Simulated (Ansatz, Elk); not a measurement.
## Bonding as seen by X-rays: Ni3SnAs

Structure refinements treat a crystal as free atoms side by side. For a made-up structure of Ni3SnAs (cell and positions from a PBEsol relaxation) the runs below show what the calculated density changes in F(hkl).

Program: Elk 11.2.3 (patched build). Level of theory: DFT, PBE, all-electron APW+lo, Dirac cores, scalar-relativistic bands, static density, no spin. Results are calculated unless marked as measured.

The structure was built from a prototype and need not be the compound's stable phase.

## Step 1: The structure

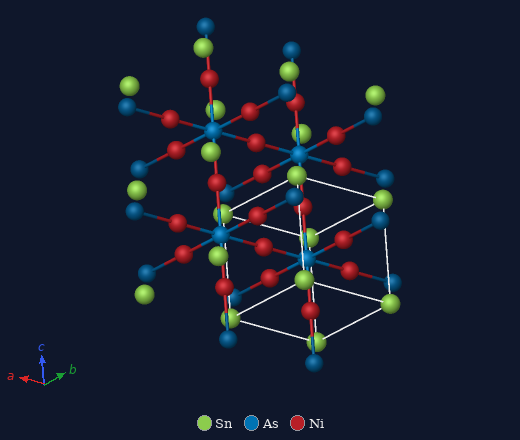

The cell as given, from a free direction (tin green, arsenic blue, nickel red). 2×1×2 cells are drawn. Some periodic images of atoms are drawn too.

Structure file:

```cif
data_structure
_symmetry_space_group_name_H-M 'P 1'
_symmetry_Int_Tables_number 1
_cell_length_a 4.3364
_cell_length_b 4.3364
_cell_length_c 4.3364
_cell_angle_alpha 90.000
_cell_angle_beta 90.000
_cell_angle_gamma 90.000
_cell_volume 81.54
loop_
_atom_site_label
_atom_site_type_symbol
_atom_site_fract_x
_atom_site_fract_y
_atom_site_fract_z
_atom_site_occupancy
Sn1 Sn 0.00000 0.00000 0.00000 1
As2 As 0.50000 0.50000 0.50000 1
Ni3 Ni 0.50000 0.50000 0.00000 1
Ni4 Ni 0.50000 0.00000 0.50000 1
Ni5 Ni 0.00000 0.50000 0.50000 1
```

## Step 2: Ground state and structure factors

An all-electron density is needed, since X-rays see the cores too. Task 0 finds the density and task 195 Fourier-transforms it; tshift is off so that phases refer to the origin typed.

File elk.in:

```
tasks
  0
  195

xctype
  20

spinpol
  .false.

rgkmax
  7.0

gmaxvr
  14.0

lmaxo
  7

lmaxapw
  8

swidth
  0.002

tshift
  .false.

ramdisk
  .false.

hmaxvr
  5.5

maxscl
  120

epspot
  1e-06

sppath
  './'

avec
  8.19458136678 -0.00000000000 0.00000000000
  -0.00000000000 8.19458136678 0.00000000000
  0.00000000000 0.00000000000 8.19458136678

atoms
  3
  'Sn.in'
  1
  0.0000000000 -0.0000000000 0.0000000000   0.000000 0.000000 0.000000
  'As.in'
  1
  0.5000000000 0.5000000000 0.5000000000   0.000000 0.000000 0.000000
  'Ni.in'
  3
  0.5000000000 0.5000000000 -0.0000000000   0.000000 0.000000 0.000000
  0.5000000000 0.0000000000 0.5000000000   0.000000 0.000000 0.000000
  -0.0000000000 0.5000000000 0.5000000000   0.000000 0.000000 0.000000

ngridk
  5 5 5
```

Run with:

```bash
> OMP_NUM_THREADS=4 elk
```

Numbers of over 12 decimals in the logs are rounded to 6 here.

What it wrote:

```text
┌─────────────────────────┐
│ Elk code version 11.2.3 │
└─────────────────────────┘

All units are atomic (Hartree, Bohr, etc.)

┌─────────────────────────────────────────────────┐
│ Ground-state run starting from atomic densities │
└─────────────────────────────────────────────────┘

Lattice vectors :
   8.194581367      -0.000000000       0.000000000
  -0.000000000       8.194581367       0.000000000
   0.000000000       0.000000000       8.194581367

Reciprocal lattice vectors :
  0.7667487851       0.000000000      -0.000000000
   0.000000000      0.7667487851      -0.000000000
  -0.000000000      -0.000000000      0.7667487851

Unit cell volume      :    550.2756754
Brillouin zone volume :   0.4507744473

Muffin-tin inner radius fraction :   0.1000000000E-01

Nuclei treated as point charges

Species : 1 (Sn)
 parameters loaded from : Sn.in
 name : tin
 nuclear charge    :   -50.00000000
 electronic charge :    50.00000000
 atomic mass :    216395.0922
 muffin-tin radius :    2.600000000
 number of radial points in muffin-tin :   1193
 inner part over the whole radius :   0.9914297220E-02
 number on inner part of muffin-tin    :    850
 approximate nuclear radius :   0.8828114845E-04
 number of mesh points to nuclear radius :    428
 atomic positions (lattice), magnetic fields (Cartesian) :
  1 :   0.00000000  0.00000000  0.00000000    0.00000000  0.00000000  0.00000000

Species : 2 (As)
 parameters loaded from : As.in
 name : arsenic
 nuclear charge    :   -33.00000000
 electronic charge :    33.00000000
 atomic mass :    136573.7220
 muffin-tin radius :    2.023645342
 number of radial points in muffin-tin :    993
 inner part over the whole radius :   0.9890985326E-02
 number on inner part of muffin-tin    :    699
 approximate nuclear radius :   0.7712558785E-04
 number of mesh points to nuclear radius :    345
 atomic positions (lattice), magnetic fields (Cartesian) :
  1 :   0.50000000  0.50000000  0.50000000    0.00000000  0.00000000  0.00000000

Species : 3 (Ni)
 parameters loaded from : Ni.in
 name : nickel
 nuclear charge    :   -28.00000000
 electronic charge :    28.00000000
 atomic mass :    106991.5231
 muffin-tin radius :    2.023645342
 number of radial points in muffin-tin :    993
 inner part over the whole radius :   0.9977700740E-02
 number on inner part of muffin-tin    :    698
 approximate nuclear radius :   0.7325707712E-04
 number of mesh points to nuclear radius :    338
 atomic positions (lattice), magnetic fields (Cartesian) :
  1 :   0.50000000  0.50000000  0.00000000    0.00000000  0.00000000  0.00000000
  2 :   0.50000000  0.00000000  0.50000000    0.00000000  0.00000000  0.00000000
  3 :   0.00000000  0.50000000  0.50000000    0.00000000  0.00000000  0.00000000

Total number of atoms per unit cell :    5
Total muffin-tin volume :    212.4740698
 ratio of muffin-tin to unit cell volume :   0.3861229549

Spin treatment :
 spin-unpolarised

Number of Bravais lattice symmetries :   48
Number of crystal symmetries         :   48
Crystal has inversion symmetry
Real symmetric eigensolver will be used

k-point grid :      5     5     5
k-point offset :    0.000000000       0.000000000       0.000000000
k-point set is reduced with full crystal symmetry group
Total number of k-points :       10

Muffin-tin radius times maximum |G+k| :    7.000000000
 using average radius
Maximum |G+k| for APW functions       :    3.272685372
Maximum (1/2)|G+k|²                   :    5.355234772
Maximum |G| for potential and density :    14.00000000
Constant for pseudocharge density :    9
 order of it for each species :   16  16  16
 order of it for pair densities of each species (exact exchange by exxq0 0: 17) :   14   8   8
Radial integration step length :    1

G-vector grid sizes :     40    40    40
Number of G-vectors :    25533

Maximum angular momentum used for
 APW functions            :    8
 outer part of muffin-tin :    7
 inner part of muffin-tin :    2

Total nuclear charge    :   -167.0000000
[...]
electron entropic           :    -0.15197533406802E-02
 total energy                :     -13005.001241268

Density of states at Fermi energy :    130.1022153
 (states/Hartree/unit cell)

Estimated indirect band gap :   0.5345781230E-03
 from k-point 8 to k-point 1
Estimated direct band gap   :   0.2110870424E-01
 at k-point 10

Charges :
 core                        :    84.00000000
 valence                     :    83.00000000
 interstitial                :    8.023320438
 muffin-tins (core leakage)
  species : 1 (Sn)
   atom 1                    :    47.26195139     (  0.6751065197E-04)
  species : 2 (As)
[...]
species : 3 (Ni)
[...]
total in muffin-tins        :    158.9766796
 total calculated charge     :    166.9921467
 total charge                :    167.0000000
 error                       :   0.7853316205E-02

RMS change in Kohn-Sham potential (target) :   0.4862935491     (  0.1000000000E-05)
Absolute change in total energy (target)   :    1.599281761     (  0.1000000000E-03)

[... loops 3 to 17 left out ...]

┌──────────────────┐
│ Loop number : 18 │
└──────────────────┘

Energies :
 Fermi                       :     0.270605
 sum of occupied eigenvalues :     -7652.2435612507
 electron kinetic            :      13452.589825715
 core electron kinetic       :      12557.811803108
 Coulomb                     :     -26014.934309371
 Coulomb potential           :     -20531.760466799
 nuclear-nuclear             :     -1688.1877562120
 electron-nuclear            :     -28166.271157148
 Hartree                     :      3839.5246039892
 Madelung                    :     -15749.054075972
 xc potential                :     -573.07292016672
 exchange                    :     -431.86145919187
 correlation                 :     -8.349554
 electron entropic           :    -0.16282321884649E-02
 total energy                :     -13002.557124659

Density of states at Fermi energy :    125.2307672
 (states/Hartree/unit cell)

Estimated indirect band gap :   0.9825544061E-03
 from k-point 3 to k-point 2
Estimated direct band gap   :   0.9084312681E-02
 at k-point 5

Charges :
 core                        :    84.00000000
 valence                     :    83.00000000
 interstitial                :    9.011124824
 muffin-tins (core leakage)
  species : 1 (Sn)
[...]
species : 2 (As)
[...]
species : 3 (Ni)
[...]
total in muffin-tins        :    157.9888752
 total calculated charge     :    166.9920509
 total charge                :    167.0000000
 error                       :   0.7949065476E-02

RMS change in Kohn-Sham potential (target) :   0.7476620723E-07 (  0.1000000000E-05)
Absolute change in total energy (target)   :   0.3155505874E-04 (  0.1000000000E-03)

Convergence targets achieved

┌──────────────────┐
│ Loop number : 19 │
└──────────────────┘

Energies :
 Fermi                       :     0.270605
 sum of occupied eigenvalues :     -7652.2435670760
 electron kinetic            :      13452.589821506
 core electron kinetic       :      12557.811799633
 Coulomb                     :     -26014.934309930
 Coulomb potential           :     -20531.760463837
 nuclear-nuclear             :     -1688.1877562120
 electron-nuclear            :     -28166.271161208
 Hartree                     :      3839.5246074897
 Madelung                    :     -15749.054078012
 xc potential                :     -573.07292474452
 exchange                    :     -431.86145940584
 correlation                 :     -8.349554
 electron entropic           :    -0.16282321327005E-02
 total energy                :     -13002.557129644

Density of states at Fermi energy :    125.2307631
 (states/Hartree/unit cell)

Estimated indirect band gap :   0.9825535132E-03
 from k-point 3 to k-point 2
Estimated direct band gap   :   0.9084312198E-02
 at k-point 5

Charges :
 core                        :    84.00000000
 valence                     :    83.00000000
 interstitial                :    9.011124707
 muffin-tins (core leakage)
  species : 1 (Sn)
[...]
species : 2 (As)
[...]
species : 3 (Ni)
   atom 1                    :    26.44342639     (  0.2062531979E-02)
   atom 2                    :    26.44342639     (  0.2062531979E-02)
   atom 3                    :    26.44342639     (  0.2062531979E-02)
 total in muffin-tins        :    157.9888753
 total calculated charge     :    166.9920509
 total charge                :    167.0000000
 error                       :   0.7949065469E-02

┌──────────────────────────────┐
│ Self-consistent loop stopped │
└──────────────────────────────┘

Warning : core states of species 2 leak from the muffin-tin :   0.1441142637E-02

Warning : core states of species 3 leak from the muffin-tin :   0.2062531979E-02

Wrote STATE.OUT
```

Wall time 22 s (4 threads of Arm Neoverse V2, shared host); peak memory 0.23 GiB.

SFACRHO.OUT:

```text

h k l indices transformed by vhmat matrix:
   1.000000000       0.000000000       0.000000000    
   0.000000000       1.000000000       0.000000000    
   0.000000000       0.000000000       1.000000000    

      h      k      l  multipl.   |H|            Re(F)            Im(F)           |F|

      0      0      0      1   0.0000000       167.00000      0.29964174E-18   167.00000    
      0      1      0      6  0.76674879      -9.9858139      0.90266623E-14   9.9858139    
      0     -1      1     12   1.0843465       46.630136     -0.36536092E-14   46.630136    
      1     -1     -1      8   1.3280479       80.682360      0.22481962E-14   80.682360    
     -2      0      0      6   1.5334976       126.68882      0.16123033E-13   126.68882    
     -1      0     -2     24   1.7145024      -7.0957446     -0.13821573E-13   7.0957446    
     -2      1      1     24   1.8781433       39.659655     -0.10912013E-13   39.659655    
     -2      2      0     12   2.1686931       108.62565      0.55923072E-14   108.62565    
     -2     -1      2     24   2.3002464      -5.8818591     -0.92475025E-14   5.8818591    
      3      0      0      6   2.3002464      -5.8120116      0.11945376E-12   5.8120116    
     -3      0     -1     24   2.4246726       35.649315      0.47057611E-13   35.649315    
     -3     -1      1     24   2.5430180       58.793657      0.24584663E-13   58.793657    
      2      2      2      8   2.6560957       96.382578     -0.37265321E-13   96.382578    
      0     -2     -3     24   2.7645521      -4.8740922     -0.11114996E-12   4.8740922    
     -2      3      1     48   2.8689113       32.791220     -0.45422455E-13   32.791220    
      0      0      4      6   3.0669951       87.202412     -0.22244384E-13   87.202412    
      0      4     -1     24   3.1613862      -4.2404919      0.32291277E-14   4.2404919    
      3      2      2     24   3.1613862      -4.0908938      0.13592254E-12   4.0908938
```

Elk indexes on the primitive cell of elk.in and gives |H| = 4π sin θ/λ in inverse bohr. Below, one row stands for each form hkl of the conventional cell (m members, Friedel mates merged), F is for one primitive cell and the density is static (no thermal factor). Free-atom factors are Waasmaier and Kirfel's, and R is Σm||F|−|F'||/Σm|F|.

```csv
hkl,m,sin θ/λ (Å⁻¹),"abs F, DFT",neutral atoms,diff.
100,6,0.115,9.986,9.641,+0.345
110,12,0.163,46.630,46.762,-0.132
111,8,0.200,80.682,80.566,+0.116
200,6,0.231,126.689,126.836,-0.147
210,24,0.258,7.096,7.223,-0.128
211,24,0.282,39.660,39.723,-0.064
220,12,0.326,108.626,108.908,-0.282
221,24,0.346,5.882,6.016,-0.134
300,6,0.346,5.812,6.016,-0.204
310,24,0.365,35.649,35.744,-0.095
311,24,0.382,58.794,58.829,-0.035
222,8,0.399,96.383,96.533,-0.151
320,24,0.416,4.874,5.052,-0.177
321,48,0.431,32.791,32.820,-0.029
400,6,0.461,87.202,87.231,-0.029
410,24,0.475,4.240,4.214,+0.026
322,24,0.475,4.091,4.214,-0.123
330,12,0.489,30.402,30.514,-0.112
411,24,0.489,30.683,30.514,+0.169
331,24,0.503,47.817,47.787,+0.029
420,24,0.516,79.934,79.956,-0.023
421,48,0.528,3.478,3.450,+0.028
```

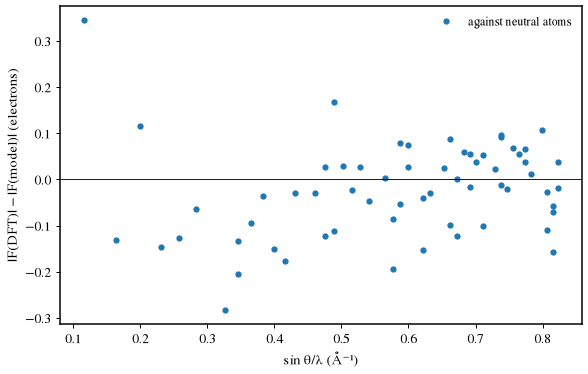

Difference between the calculated structure factors and the independent-atom ones.

## Step 3: The highest occupied states alone

An energy window below the Fermi level keeps the highest occupied states, to see at which angles they scatter; shallow core shells can lie inside it and anion s states outside. No new self-consistency is needed.

Changes to elk.in since step 2:

```diff
@@ -1,3 +1,2 @@
 tasks
-  0
   195
@@ -40,2 +39,5 @@
 
+wsfac
+  -0.170390 0.570600
+
 sppath
```

Run with:

```bash
> OMP_NUM_THREADS=4 elk
```

What it wrote:

```text
┌─────────────────────────────────┐
│ Elk code version 11.2.3 started │
└─────────────────────────────────┘

Info(readinput): the functional depends on the density's gradient
 muffin-tin radial points multiplied by    2.00000
 (not where nrmtscf is given)

┌────────────────────┐
│ Current task : 195 │
└────────────────────┘
Info(checkmt): changed muffin-tin radius of species 2 (As) from   2.4000 to   2.0236
Info(checkmt): changed muffin-tin radius of species 3 (Ni) from   2.4000 to   2.0236

Info(sfacrho): density structure factors written to SFACRHO.OUT

 Energy window :  -0.1703900000      0.5706000000

┌──────────────────┐
│ Elk code stopped │
└──────────────────┘
```

The job ended after 9 s (4 threads; peak memory 0.16 GiB; 11 s of CPU time).

States within 12 eV below the Fermi level hold 37.13 electrons; any levels below the window count with the cores, and a count that is not whole means the window cuts a band. Their amplitudes can exceed the total, where window and core parts have opposite phase:

```csv
hkl,sin θ/λ (Å⁻¹),"abs F, window","abs F, all"
100,0.115,8.195,9.986
110,0.163,5.200,46.630
111,0.200,17.198,80.682
200,0.231,15.608,126.689
210,0.258,4.755,7.096
211,0.282,4.342,39.660
220,0.326,10.369,108.626
221,0.346,3.243,5.882
300,0.346,3.096,5.812
310,0.365,3.212,35.649
```

## Step 4: Another functional

The difference from free atoms is small, so it is set against the change that LDA (Perdew-Wang) makes.

Changes to elk.in since step 3:

```diff
@@ -1,2 +1,3 @@
 tasks
+  0
   195
@@ -4,3 +5,3 @@
 xctype
-  20
+  3
 
@@ -39,5 +40,2 @@
 
-wsfac
-  -0.170390 0.570600
-
 sppath
```

Run with:

```bash
> OMP_NUM_THREADS=4 elk
```

What it wrote:

```text
┌─────────────────────────┐
│ Elk code version 11.2.3 │
└─────────────────────────┘

All units are atomic (Hartree, Bohr, etc.)

┌─────────────────────────────────────────────────┐
│ Ground-state run starting from atomic densities │
└─────────────────────────────────────────────────┘

Lattice vectors :
   8.194581367      -0.000000000       0.000000000
  -0.000000000       8.194581367       0.000000000
   0.000000000       0.000000000       8.194581367

Reciprocal lattice vectors :
  0.7667487851       0.000000000      -0.000000000
[...]
species : 3 (Ni)
[...]
atom 2                    :    26.45312402     (  0.2159411029E-02)
   atom 3                    :    26.45312402     (  0.2159411029E-02)
 total in muffin-tins        :    158.0665248
 total calculated charge     :    166.9916985
 total charge                :    167.0000000
 error                       :   0.8301542376E-02

┌──────────────────────────────┐
│ Self-consistent loop stopped │
└──────────────────────────────┘

Warning : core states of species 2 leak from the muffin-tin :   0.1476096589E-02

Warning : core states of species 3 leak from the muffin-tin :   0.2159411029E-02

Wrote STATE.OUT
[key lines of the parts left out:]
total energy                :     -12986.904586190
```

Run time: 13 s. Hardware: 4 threads; peak memory 0.16 GiB.

Against the first run R = 0.05 %; the largest change is -0.061 at 222.

## Step 5: A coarser k-mesh

About half the k-points along each axis test the sampling.

Changes to elk.in since step 4:

```diff
@@ -5,3 +5,3 @@
 xctype
-  3
+  20
 
@@ -63,2 +63,2 @@
 ngridk
-  5 5 5
+  2 2 2
```

Run with:

```bash
> OMP_NUM_THREADS=4 elk
```

What it wrote:

```text
┌─────────────────────────┐
│ Elk code version 11.2.3 │
└─────────────────────────┘

All units are atomic (Hartree, Bohr, etc.)

┌─────────────────────────────────────────────────┐
│ Ground-state run starting from atomic densities │
└─────────────────────────────────────────────────┘

Lattice vectors :
   8.194581367      -0.000000000       0.000000000
  -0.000000000       8.194581367       0.000000000
   0.000000000       0.000000000       8.194581367

Reciprocal lattice vectors :
  0.7667487851       0.000000000      -0.000000000
[...]
species : 3 (Ni)
[...]
atom 2                    :    26.43684670     (  0.2061289205E-02)
   atom 3                    :    26.43684670     (  0.2061289205E-02)
 total in muffin-tins        :    157.9627395
 total calculated charge     :    166.9923011
 total charge                :    167.0000000
 error                       :   0.7698892908E-02

┌──────────────────────────────┐
│ Self-consistent loop stopped │
└──────────────────────────────┘

Warning : core states of species 2 leak from the muffin-tin :   0.1443297845E-02

Warning : core states of species 3 leak from the muffin-tin :   0.2061289205E-02

Wrote STATE.OUT
[key lines of the parts left out:]
total energy                :     -13002.542120501
```

It took 17 s on 4 threads; peak memory 0.2 GiB.

Against the first run R = 0.02 %; the largest change is +0.044 at 100.

## Step 6: Settings against the effect

```csv
run,R against the first run (%),"R against neutral atoms, low angle (%)",wall time
"PBE, rgkmax 7",0.00,0.32,22 s
LDA (Perdew-Wang),0.05,0.31,13 s
k-mesh 2×2×2,0.02,0.34,17 s
```

## Step 7: Summary of results

| Property | Result |
| --- | --- |
| R against neutral atoms, sin θ/λ < 0.3 Å⁻¹ | 0.32 % |
| R against neutral atoms, 0.3 to 0.82 Å⁻¹ | 0.27 % |

Independent neutral atoms miss the calculated amplitudes by R = 0.32 % below 0.3 Å⁻¹ and 0.27 % from there to 0.82 Å⁻¹; by shells, 3.45 % below 0.15 Å⁻¹ (1 form), 0.26 % 0.15 to 0.3 (5 forms), 0.29 % 0.3 to 0.45 (8 forms), 0.27 % above 0.45 (48 forms). Bonding, aspherical density and the tables' own atoms all enter these figures, and the runs don't part them. The largest change of an amplitude is +0.34 electrons, at 100. The window's part falls from 37.1 electrons at the origin to at most 5.90 between 0.45 and 0.82 Å⁻¹, where compact states inside the window still scatter. Below 0.3 Å⁻¹ the changes that finished (LDA (Perdew-Wang) and k-mesh 2×2×2) move F by R = 0.03 % at most, against the 0.32 % that separates it from free atoms. The basis has no finished test. These runs have no spin, though d or f shells may be open. Part of the difference isn't bonding: the tables are fits to free atoms and ions calculated by other methods than this functional. Thermal motion, anomalous dispersion and extinction are left out.

[Logs are printed without paths, hosts, clocks, repeated set-up lines and the standing remarks that a program may print on its own settings, such as how far it seeks lower states.]

[Hosts, paths, dates, database ids (printed as entryN), source tags and the programs' standing remarks are cut or masked in the printed files.]
